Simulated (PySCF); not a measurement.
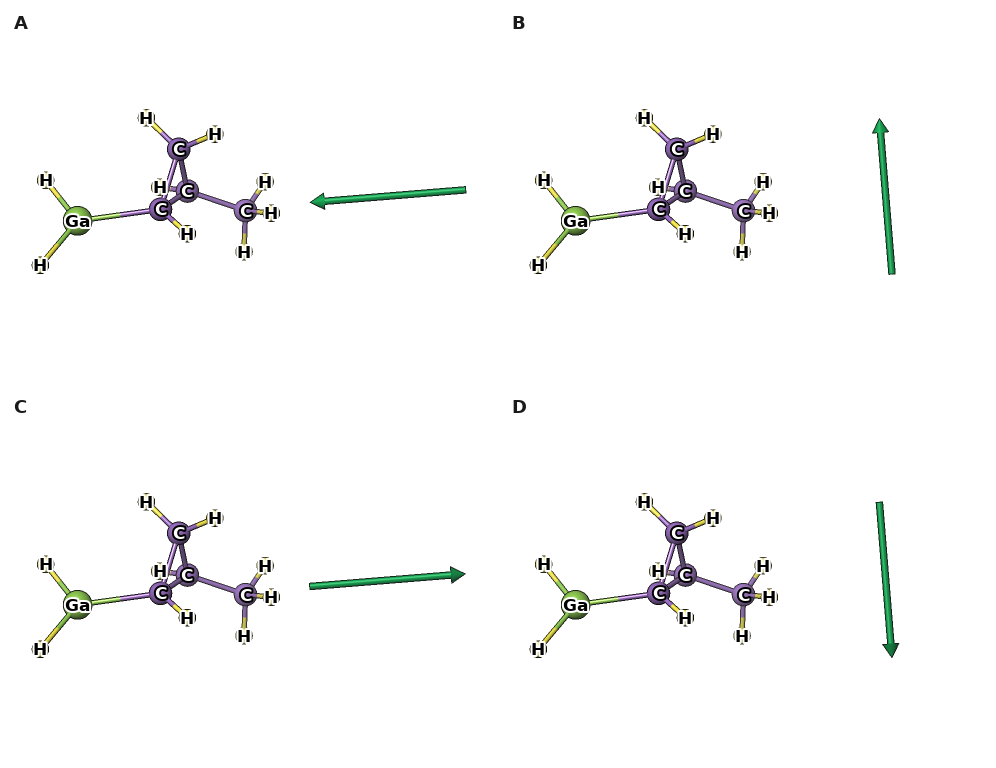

The same molecule four times, each with an arrow. The geometry was computed by an optimisation with GFN2-xTB. No frequency run is at hand to confirm it as a minimum. Method: PBE0/def2-SVPD, gas phase (PySCF 2.14.0).

**Which arrow points along the dipole moment, from the negative to the positive end?**

C. The dipole moment is 0.96 D.

The geometry is semi-empirical. Around Ga such bond lengths and angles can be off by a tenth of an ångström or more and by several degrees, and values that hang on the shape move with them.
